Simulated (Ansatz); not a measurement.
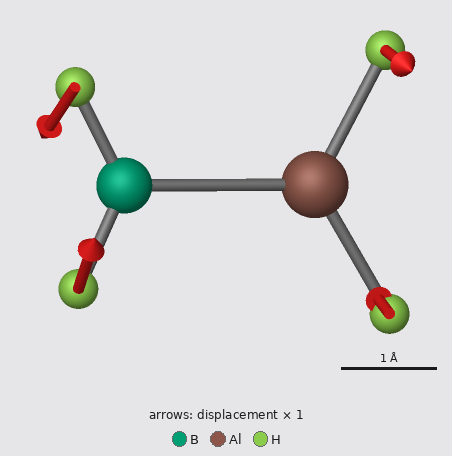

A relaxation of AlBH4. The starting structure is drawn; red arrows show the displacements, at their true length. The two geometries are superimposed by the best rigid fit.

A ball-and-stick model, seen at a tilt.

The run prepares an end point of a later path (hydrogen shift) calculation, from a guessed geometry.

Level of theory: Ansatz, RKS B3LYP-D4/def2-SVP.

The input:
```yaml
crystal:
  periodic: [false, false, false]
  atoms:
    - { symbol: B, position_ang: [0.0062, -1.1516, 0.0457] }
    - { symbol: Al, position_ang: [0.0189, 0.9532, -0.037] }
    - { symbol: H, position_ang: [-0.9144, -1.6482, 0.649] }
    - { symbol: H, position_ang: [0.834, -1.7321, -0.5585] }
    - { symbol: H, position_ang: [1.1597, 1.6829, -0.9043] }
    - { symbol: H, position_ang: [-1.0624, 1.8317, 0.7589] }
basis:
  gaussian: { orbitals: def2-SVP }
hamiltonian:
  xc: b3lyp
  dispersion: d4
relax:
  f_tol: 0.02
  max_steps: 50
```

Launched with:
```bash
ansatz run input.yaml --threads 1 --pin off --max-ram 2048MiB --backend cpu --events-out ev --progress --plain --runs-dir out
```

Atoms of which element are displaced furthest, and by how much?

Answer. Hydrogen: up to 1.04 Å, against 0.04 Å for aluminium.

Describe the change and its energy.

Answer. The largest move after the best rigid fit is that of H4, 1.04 Å. By element the largest moves are H 1.04 Å, Al 0.04 Å, B 0.04 Å. Near-neighbour distances that change, for instance: B1–H4 1.178 → 1.212 Å, Al2–H5 1.608 → 1.594 Å, B1–Al2 2.106 → 2.117 Å, Al2–H6 1.605 → 1.594 Å. Among the angles between lasting bonds that change: H3–B1–H4 126.1° → 114.3°, Al2–B1–H3 115.8° → 123.0°, Al2–B1–H4 117.9° → 122.8°. Groups turn about B1–Al2 by about 90°. After 9 accepted moves (10 points after the start) the energy has fallen by 6.63 kcal/mol. The largest force component goes from 0.78 to 0.0071 eV/Å. The line search rejected the trial step at point 9 of the run. The run took 26 s on 1 thread of Intel(R) Xeon(R) Processor @ 2.50GHz (Skylake/Cascade Lake), on a shared host, peak memory 0.12 GiB.
